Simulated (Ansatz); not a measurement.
# Quasiparticle gap of LiMgOF (rocksalt [001] superlattice)

Wanted: the gap of LiMgOF (rocksalt [001] superlattice) with a many-body correction, and the time that it takes.

Program: Ansatz 0.2.0. Level of theory: LDA, then G0W0 on it, plane waves, PAW. Results are calculated unless marked as measured.

## Step 1: Starting point

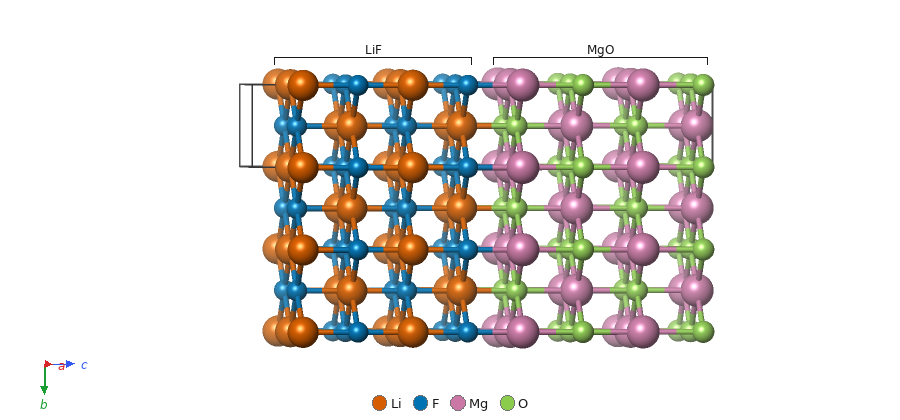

The starting structure, seen from the side, with the c axis across the page (lithium orange, fluorine blue, magnesium pink, oxygen green). 2×3×1 cells are drawn. Some periodic images of atoms are drawn too.

The cell holds 16 atoms: 4 Li, 4 F, 4 Mg and 4 O. Its edges and angles: a = 2.915 Å, b = 2.915 Å, c = 16.499 Å, α = 90.0°, β = 90.0°, γ = 90.0°. It derives from LiF. Regions: LiF, 8 atoms (4 Li and 4 F); MgO, 8 atoms (4 Mg and 4 O). The structure's axis is c.

Structure file:

```cif
data_structure
_symmetry_space_group_name_H-M 'P 1'
_symmetry_Int_Tables_number 1
_cell_length_a 2.9150
_cell_length_b 2.9150
_cell_length_c 16.4987
_cell_angle_alpha 90.000
_cell_angle_beta 90.000
_cell_angle_gamma 90.000
_cell_volume 140.20
loop_
_atom_site_label
_atom_site_type_symbol
_atom_site_fract_x
_atom_site_fract_y
_atom_site_fract_z
_atom_site_occupancy
Li1 Li 0.00000 0.00000 0.06536 1
F2 F 0.50000 0.50000 0.06536 1
Li3 Li 0.50000 0.50000 0.18464 1
F4 F 0.00000 0.00000 0.18464 1
Li5 Li 0.00000 0.00000 0.30391 1
F6 F 0.50000 0.50000 0.30391 1
Li7 Li 0.50000 0.50000 0.42318 1
F8 F 0.00000 0.00000 0.42318 1
Mg9 Mg 0.00000 0.00000 0.54245 1
O10 O 0.50000 0.50000 0.54245 1
Mg11 Mg 0.50000 0.50000 0.67318 1
O12 O 0.00000 0.00000 0.67318 1
Mg13 Mg 0.00000 0.00000 0.80391 1
O14 O 0.50000 0.50000 0.80391 1
Mg15 Mg 0.50000 0.50000 0.93464 1
O16 O 0.00000 0.00000 0.93464 1
```

The start is a generated structure, not a measured one.

The logs state that the PAW files were generated under PBE.

## Step 2: Relaxing the structure

The structure is relaxed first.

This step: DFT, LDA, plane waves, PAW; PAW set soft_1.

input.yaml

```yaml
crystal:
  lattice:
    - [2.9150477054, 0.0, 0.0]
    - [0.0, 2.9150477054, 0.0]
    - [0.0, 0.0, 16.4986648878]
  atoms:
    - { symbol: Li, position: [0.0, 0.0, 0.0653638681] }
    - { symbol: F, position: [0.5, 0.5, 0.0653638681] }
    - { symbol: Li, position: [0.5, 0.5, 0.1846361319] }
    - { symbol: F, position: [0.0, 0.0, 0.1846361319] }
    - { symbol: Li, position: [0.0, 0.0, 0.3039083957] }
    - { symbol: F, position: [0.5, 0.5, 0.3039083957] }
    - { symbol: Li, position: [0.5, 0.5, 0.4231806595] }
    - { symbol: F, position: [0.0, 0.0, 0.4231806595] }
    - { symbol: Mg, position: [0.0, 0.0, 0.5424529233] }
    - { symbol: O, position: [0.5, 0.5, 0.5424529233] }
    - { symbol: Mg, position: [0.5, 0.5, 0.6731806595] }
    - { symbol: O, position: [0.0, 0.0, 0.6731806595] }
    - { symbol: Mg, position: [0.0, 0.0, 0.8039083957] }
    - { symbol: O, position: [0.5, 0.5, 0.8039083957] }
    - { symbol: Mg, position: [0.5, 0.5, 0.9346361319] }
    - { symbol: O, position: [0.0, 0.0, 0.9346361319] }
kpoints:
  mp_grid: { grid: [8, 8, 2] }
hamiltonian:
  xc: lda
  pseudopotentials: { kind: paw, azcp: { folder: soft_1 }, xc_functional: pbe }
scf:
  occupations: { method: fermi_dirac, width: 0.02 }
relax:
  f_tol: 0.015
  max_steps: 100
  cell: {}
```

The run is started by

```
> ansatz run input.yaml --threads 4 --pin off --max-ram 17510MiB --backend cpu --events-out ev --progress --plain --runs-dir out
```

Numbers of over 12 decimals in the logs are rounded to 6 here.

The log of the run:

```text
Engine: ansatz 0.2.0, aarch64-unknown-linux-gnu
Pseudopotentials: kind: paw
Pseudopotential: Li, paw, valence charge 3, recommended cutoff 420 eV (normal), soft_1/Li.paw.azcp
Pseudopotential: F, paw, valence charge 7, recommended cutoff 420 eV (normal), soft_1/F.paw.azcp
Pseudopotential: Mg, paw, valence charge 10, recommended cutoff 420 eV (normal), soft_1/Mg.paw.azcp
Pseudopotential: O, paw, valence charge 6, recommended cutoff 420 eV (normal), soft_1/O.paw.azcp
Functional definition: SPW92
  exchange = slater_x
  correlation = pw_c
Crystal: 16 atoms, lattice volume = 140.197 Å³
Basis set: ecut = 420 eV, 2683 PW (Γ)
Bands: 68, of which v1, the nominal top of the filled ones, is band 52 counted from 1 (51 counted from 0)
Symmetry: 8 space group operations
Space group: P4mm (ITA 99), of the structure as read, at distance tolerance 5.2e-5 Å
k-points: 30 of 128
Non-local potential: Li, projectors of the file, l = 0: 3, l = 1: 2, l = 2: 1
Non-local potential: F, projectors of the file, l = 0: 2, l = 1: 2, l = 2: 1
Non-local potential: Mg, projectors of the file, l = 0: 3, l = 1: 2, l = 2: 1
Non-local potential: O, projectors of the file, l = 0: 2, l = 1: 2, l = 2: 1
PAW form: soft (Blöchl's): semilocal exchange-correlation on the pseudo side does not see the compensation charge
PAW frozen core: F, regenerated for the run's functional, and the local potential with it (the file was generated under x = pbe(κ = 0.804, μ = 0.219515), c = pbe(β = 0.066725))
PAW frozen core: Mg, regenerated for the run's functional, and the local potential with it (the file was generated under x = pbe(κ = 0.804, μ = 0.219515), c = pbe(β = 0.066725))
PAW frozen core: O, regenerated for the run's functional, and the local potential with it (the file was generated under x = pbe(κ = 0.804, μ = 0.219515), c = pbe(β = 0.066725))
PAW one-centre angular grid: Li, 110 points (default); XC on 64 Gauss nodes
PAW one-centre angular grid: F, 110 points (default); XC on 64 Gauss nodes
PAW one-centre angular grid: Mg, 110 points (default); XC on 64 Gauss nodes
PAW one-centre angular grid: O, 110 points (default); XC on 64 Gauss nodes
Initial density: superposition of atomic densities (chi_scale 0.1, normalization cell, long waves of neutral atoms (reshape's long-wave potential 20.43 eV rms, cloud 2.07 Å wide))
Initial wavefunctions: pseudopotential atomic-orbital guess
Functional: x = slater, c = lda
SCF iter   1: F=—  HF=-13841.097375 eV  |F-HF|=—  |Δ(HF+E_count)|=         —  Δρ=1.53e-1  dr2=2.37e1  ethr=3.10e-3  ⟨swp⟩=6.9  Hψ=9516  notcnv=0  defer=65
preconditioner: auto → Resta (q_TF=auto, 2.596 Å⁻¹)  ε∞=3.3  [insulator: Δε(μ)=3.857 eV  Ē_g=16.656 eV  σ=0.020 eV  W_gap=1.00  n_scr=40 (ndim 8)  ℏωp=25.1 eV  f_vac=0.000  D(μ)=0.00/eV (n_scr^D=0)  ε∞_Penn≈3.3]
SCF iter   2: F=—  HF=-13835.640363 eV  |F-HF|=—  |Δ(HF+E_count)|=    5.46e0  Δρ=4.95e-2  dr2=3.90e0  ethr=3.10e-3  ⟨swp⟩=2.6  Hψ=4010  notcnv=0  defer=291
SCF iter   3: F=—  HF=-13834.900617 eV  |F-HF|=—  |Δ(HF+E_count)|=   7.40e-1  Δρ=1.73e-2  dr2=9.69e-1  ethr=3.10e-3  ⟨swp⟩=2.3  Hψ=2619  notcnv=0  defer=287
SCF iter   4: F=—  HF=-13834.616577 eV  |F-HF|=—  |Δ(HF+E_count)|=   2.84e-1  Δρ=3.61e-3  dr2=1.48e-1  ethr=9.31e-4  ⟨swp⟩=4.1  Hψ=3394  notcnv=0  defer=282
SCF iter   5: F=—  HF=-13834.571928 eV  |F-HF|=—  |Δ(HF+E_count)|=   4.46e-2  Δρ=3.55e-3  dr2=4.05e-2  ethr=1.42e-4  ⟨swp⟩=3.6  Hψ=2848  notcnv=0  defer=284
SCF iter   6: F=—  HF=-13834.557875 eV  |F-HF|=—  |Δ(HF+E_count)|=   1.41e-2  Δρ=9.28e-4  dr2=3.99e-3  ethr=3.89e-5  ⟨swp⟩=4.4  Hψ=2978  notcnv=0  defer=284
SCF iter   7: F=—  HF=-13834.556460 eV  |F-HF|=—  |Δ(HF+E_count)|=   1.42e-3  Δρ=5.98e-4  dr2=5.05e-4  ethr=3.84e-6  ⟨swp⟩=2.6  Hψ=3416  notcnv=0  defer=298
SCF iter   8: F=—  HF=-13834.556269 eV  |F-HF|=—  |Δ(HF+E_count)|=   1.91e-4  Δρ=1.24e-4  dr2=2.72e-5  ethr=4.86e-7  ⟨swp⟩=2.3  Hψ=2963  notcnv=0  defer=298
SCF iter   9: F=—  HF=-13834.556258 eV  |F-HF|=—  |Δ(HF+E_count)|=   1.04e-5  Δρ=3.87e-5  dr2=2.01e-6  ethr=2.62e-8  ⟨swp⟩=2.0  Hψ=2703  notcnv=0  defer=298
SCF iter  10: F=—  HF=-13834.556258 eV  |F-HF|=—  |Δ(HF+E_count)|=   5.07e-7  Δρ=1.86e-5  dr2=3.07e-7  ethr=1.93e-9  ⟨swp⟩=2.0  Hψ=2679  notcnv=0  defer=298
SCF iter  11: F=-13834.556258 eV  HF=-13834.556258 eV  |F-HF|=2.10e-8  |Δ(HF+E_count)|=   9.34e-8  Δρ=3.60e-6  dr2=2.62e-8  ethr=9.62e-11  ⟨swp⟩=4.0  Hψ=6263  notcnv=0
SCF 1 converged in 11 iterations: F = -13834.556258 eV  dr2 = 2.62e-8
  greatest PAW one-centre occupation: 1.000 electrons in one spin orbital (limit 2), on the Mg atom at site 8 (counted from 0), in its partial waves of l = 1
relax step   1: F+E_penalty+E_count = -13834.55625771 eV  Δ(F+E_penalty+E_count) = +0.000e0 eV  max|allowed force component| = 8.529e-1 eV/Å  Δτ_max = 0.0000 Å  P = -4.553 GPa  Ω = 140.197 Å³  (11 SCF iters, dr2 threshold 1.00e-7 eV, accepted)
[... from here on, the SCF cycles and remarks between the steps are left out ...]
relax step   2: F+E_penalty+E_count = -13834.66014784 eV  Δ(F+E_penalty+E_count) = -1.039e-1 eV  max|allowed force component| = 5.556e-1 eV/Å  Δτ_max = 0.0278 Å  P = -2.724 GPa  Ω = 137.870 Å³  energy of the carried Pulay correction = +8.523e-3 eV  (7 SCF iters, dr2 threshold 1.60e-6 eV, accepted)
relax step   3: F+E_penalty+E_count = -13834.74051901 eV  Δ(F+E_penalty+E_count) = -8.037e-2 eV  max|allowed force component| = 9.489e-2 eV/Å  Δτ_max = 0.0476 Å  P = +0.736 GPa  Ω = 134.006 Å³  energy of the carried Pulay correction = +2.300e-2 eV  (7 SCF iters, dr2 threshold 1.60e-6 eV, accepted)
relax step   4: F+E_penalty+E_count = -13834.74055395 eV  Δ(F+E_penalty+E_count) = -3.493e-5 eV  max|allowed force component| = 6.881e-2 eV/Å  Δτ_max = 0.0202 Å  P = -0.079 GPa  Ω = 134.752 Å³  energy of the carried Pulay correction = +2.017e-2 eV  (6 SCF iters, dr2 threshold 1.60e-6 eV, accepted)
relax step   5: F+E_penalty+E_count = -13834.74159180 eV  Δ(F+E_penalty+E_count) = -1.038e-3 eV  max|allowed force component| = 3.468e-2 eV/Å  Δτ_max = 0.0083 Å  P = -0.037 GPa  Ω = 134.703 Å³  energy of the carried Pulay correction = +2.036e-2 eV  (6 SCF iters, dr2 threshold 2.96e-7 eV, accepted)
relax step   6: F+E_penalty+E_count = -13834.74186440 eV  Δ(F+E_penalty+E_count) = -2.726e-4 eV  max|allowed force component| = 1.028e-2 eV/Å  Δτ_max = 0.0020 Å  P = +0.020 GPa  Ω = 134.653 Å³  energy of the carried Pulay correction = +2.054e-2 eV  (6 SCF iters, dr2 threshold 7.52e-8 eV, accepted)
relax step   7: F+E_penalty+E_count = -13834.72672233 eV  Δ(F+E_penalty+E_count) = +1.514e-2 eV  max|allowed force component| = 1.026e-2 eV/Å  Δτ_max = 0.0000 Å  P = -0.210 GPa  Ω = 134.653 Å³  stress off target by 2.89e-1 GPa  SCF on the basis re-selected at this cell (its energy is not comparable with the rows above)  (6 SCF iters)
relax step   8: F+E_penalty+E_count = -13834.72771544 eV  Δ(F+E_penalty+E_count) = -9.931e-4 eV  max|allowed force component| = 3.311e-3 eV/Å  Δτ_max = 0.0016 Å  P = +0.002 GPa  Ω = 134.430 Å³  energy of the carried Pulay correction = +8.181e-4 eV  (6 SCF iters, dr2 threshold 2.09e-7 eV, accepted)
relax step   9: F+E_penalty+E_count = -13834.72690781 eV  Δ(F+E_penalty+E_count) = +8.076e-4 eV  max|allowed force component| = 3.357e-3 eV/Å  Δτ_max = 0.0000 Å  P = -0.004 GPa  Ω = 134.430 Å³  stress off target by 2.30e-2 GPa  SCF on the basis re-selected at this cell (its energy is not comparable with the rows above)  (6 SCF iters)
basis re-selected at this cell: Δ(F+E_penalty+E_count) = +8.076e-4 eV, ΔP = -0.006 GPa vs the last step (what re-selecting the basis moved, of the pressure what is left beyond the Pulay correction that the steps carried, after the strain that the cell walked since its last selection, with what the two solves' SCF thresholds leave and, on support functions, any second-order correction that the steps lacked; it is no m [...]
SCF converged after 6 iterations
Free energy (F): -13834.726908 eV
Harris-Foulkes:  -13834.726908 eV  (|F-HF|=1.09e-11)
Internal energy: -13834.726908 eV  (E = F + TS)
E sigma→0 (E₀):  -13834.726908 eV
Fermi energy:    8.865355 eV
--- Per-component energies (eV) ---
  E_band       = -1655.779132
  E_kinetic    = 1835.022976
  E_local      = -12041.299375  (includes V_loc(G=0)·N_el)
  E_nonlocal   = 1279.250558
  E_hartree    = 4469.314125
  E_xc         = -739.776197
  E_vxc        = -956.547793  (∫ρ·V_xc dr)
  E_paw        = -2579.211627  (= ΣΔE_a)
  E_vpaw       = -710.840802  (= ΣTr[D̂ρ^β])
  E_aug_tail   = 0.007282  (compensation charges beyond the density's cutoff)
  E_ewald      = -6059.477260
  E_core_change = 1.442610  (= ΣΔE_core)
  E_smearing   = -0.000000  (= −TS)
  E_closure    = -0.000000  (closes the sum)
  Σ components = -13834.726908   (vs F -13834.726908, Δ=0.00e0)
--- Forces (eV/Å), atoms counted from 1 ---
  atom   1  Li     0.00000000     0.00000000    -0.00060068
  atom   2  F      0.00000000     0.00000000    -0.00335625
  atom   3  Li     0.00000000     0.00000000    -0.00076833
  atom   4  F     -0.00000000    -0.00000000     0.00117130
  atom   5  Li    -0.00000000    -0.00000000     0.00055070
  atom   6  F      0.00000000     0.00000000    -0.00039687
  atom   7  Li    -0.00000000    -0.00000000     0.00045914
  atom   8  F     -0.00000000    -0.00000000     0.00283180
  atom   9  Mg     0.00000000     0.00000000    -0.00067782
  atom  10  O      0.00000000     0.00000000    -0.00142198
  atom  11  Mg    -0.00000000    -0.00000000     0.00144497
  atom  12  O      0.00000000     0.00000000    -0.00257916
  atom  13  Mg     0.00000000     0.00000000    -0.00155265
  atom  14  O     -0.00000000    -0.00000000     0.00153585
  atom  15  Mg    -0.00000000    -0.00000000     0.00210343
  atom  16  O     -0.00000000    -0.00000000     0.00126135
  max |Σ_I F_I| component: 4.81e-6 eV/Å
--- Stress (GPa, compression-positive) ---
        0.005375       0.000000      -0.000000
        0.000000       0.005375       0.000000
       -0.000000       0.000000      -0.023001
  P = ⅓ Tr σ = -0.0041 GPa (-0.041 kbar)
--- Relaxed structure (7 steps of the walk, 7 accepted, 2 SCFs on fresh bases) ---
  F+E_penalty+E_count = -13834.72690781 eV   max|allowed force component| = 3.357e-3 eV/Å   (the final SCF, on the basis selected at the relaxed cell)
  cell:  # Å, volume = 134.4305 Å³
    - [2.892966, 0.0, 0]
    - [0.0, 2.892966, 0.0]
    - [0, 0.0, 16.062422]
  atoms:
    - { symbol: Li, position: [0, 0.0, 0.061766] }
    - { symbol: F, position: [0.500000, 0.500000, 0.064643] }
    - { symbol: Li, position: [0.500000, 0.500000, 0.182711] }
    - { symbol: F, position: [0, 0.0, 0.181907] }
    - { symbol: Li, position: [0, 0.0, 0.300100] }
    - { symbol: F, position: [0.500000, 0.500000, 0.300901] }
    - { symbol: Li, position: [0.500000, 0.500000, 0.421049] }
    - { symbol: F, position: [0, 0.0, 0.418174] }
    - { symbol: Mg, position: [0, 0.0, 0.546027] }
    - { symbol: O, position: [0.500000, 0.500000, 0.544387] }
    - { symbol: Mg, position: [0.500000, 0.500000, 0.675823] }
    - { symbol: O, position: [0, 0.0, 0.676141] }
    - { symbol: Mg, position: [0, 0.0, 0.807001] }
    - { symbol: O, position: [0.500000, 0.500000, 0.806685] }
    - { symbol: Mg, position: [0.500000, 0.500000, 0.936786] }
    - { symbol: O, position: [0, 0.0, 0.938432] }
```

The job ended after 44 s (4 threads of Arm Neoverse V2, shared host; peak memory 0.58 GiB).

Step by step:

```csv
step,energy less that of the first step (eV),largest force component (eV/Å),pressure (GPa),volume (Å³)
1,0.0000,0.8529,-4.55,140.20
2,-0.1039,0.5556,-2.72,137.87
3,-0.1843,0.0949,0.74,134.01
4,-0.1843,0.0688,-0.08,134.75
5,-0.1853,0.0347,-0.04,134.70
6,-0.1856,0.0103,0.02,134.65
7*,-0.1705,0.0103,-0.21,134.65
8,-0.1715,0.0033,0.00,134.43
9*,-0.1707,0.0034,0.00,134.43
```

Relaxation steps marked * repeat the geometry before them on a plane-wave basis chosen anew for their cell, so energy and pressure can jump there.

Forces are held to the 8 operations that the run works with; a distortion that breaks them can't arise in this run.

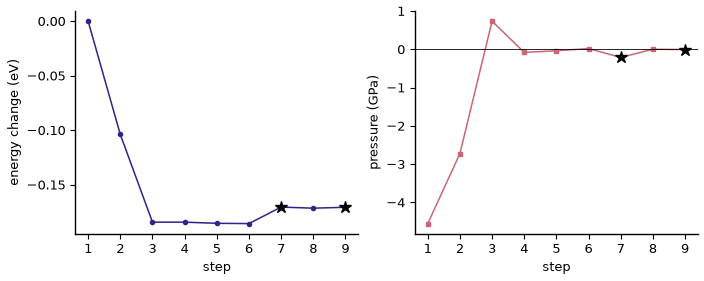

Energy and pressure along the relaxation. Stars mark steps on a basis chosen anew.

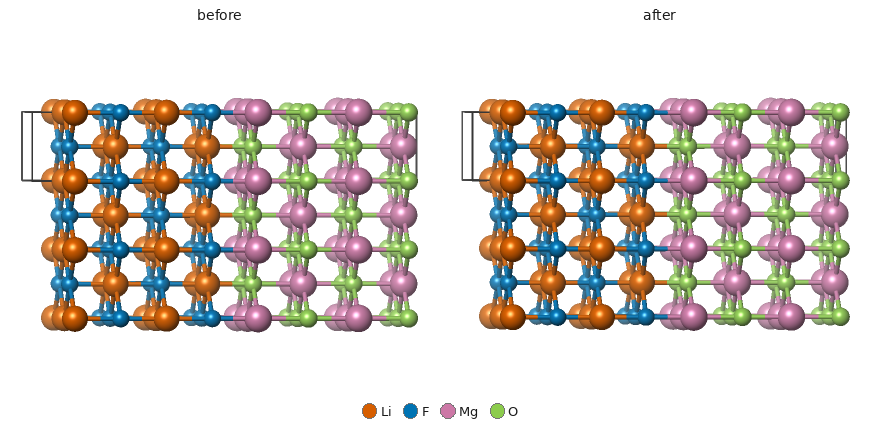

The structure before and after the relaxation, drawn at the same scale.

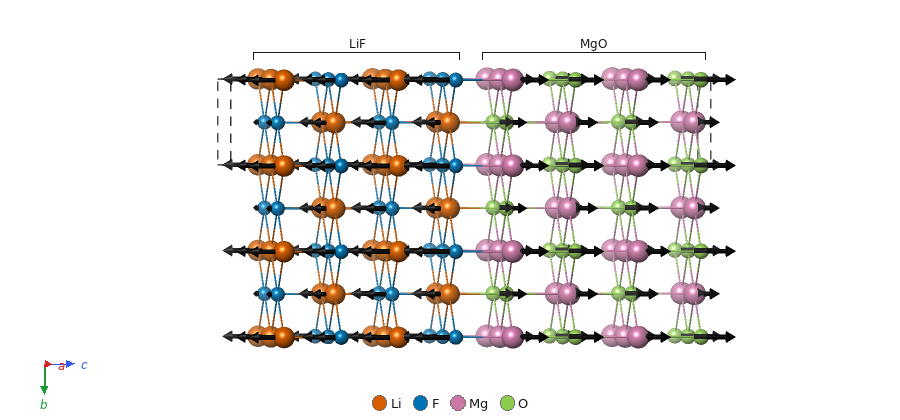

Displacements in the relaxation, exaggerated, measured against the changing cell; the longest in the cell stands for 0.08 Å. 2×3×1 cells are drawn. Some periodic images of atoms are drawn too.

```csv
cell as run,before,after,change
a (Å),2.915,2.893,-0.8 %
b (Å),2.915,2.893,-0.8 %
c (Å),16.499,16.062,-2.6 %
volume (Å³/atom),8.76,8.40,-4.1 %
```

The atoms that moved most (Å, as changes of fractional coordinates times the final cell):

```csv
atom,dx,dy,dz,length
F8,0.000,0.000,-0.080,0.080
Li5,0.000,0.000,-0.061,0.061
O16,0.000,0.000,0.061,0.061
Li1,0.000,0.000,-0.058,0.058
Mg9,0.000,0.000,0.057,0.057
Mg13,0.000,0.000,0.050,0.050
F6,0.000,0.000,-0.048,0.048
O12,0.000,0.000,0.048,0.048
```

[end of part 1 of 2]

[Paths, hosts, dates, memory and timing lines, banners, echoed tables and standing remarks are left out of the program output.]

[Logs are printed without paths, hosts, clocks, repeated set-up lines and the standing remarks that a program may print on its own settings, such as how far it seeks lower states.]

[Runs of the session that timed out or met a known fault of the program may be left out.]

[Cells called generated may have been cut or substituted from an entry of the Crystallography Open Database or the Materials Project.]

[Hosts, paths, dates, database ids (printed as entryN), source tags and the programs' standing remarks are cut or masked in the printed files.]

[Where an RPA ε∞ is given, it is that of the G0W0 mesh and is not shown converged in it. Names of k-points follow the symmetry that the program found, which can be lower than the space group named. Band edges on a path are those of the sampled points; other points can move an edge, and change direct to indirect where valleys lie close.]

[Hybrid gaps are those of their k-mesh and are not shown converged in it.]
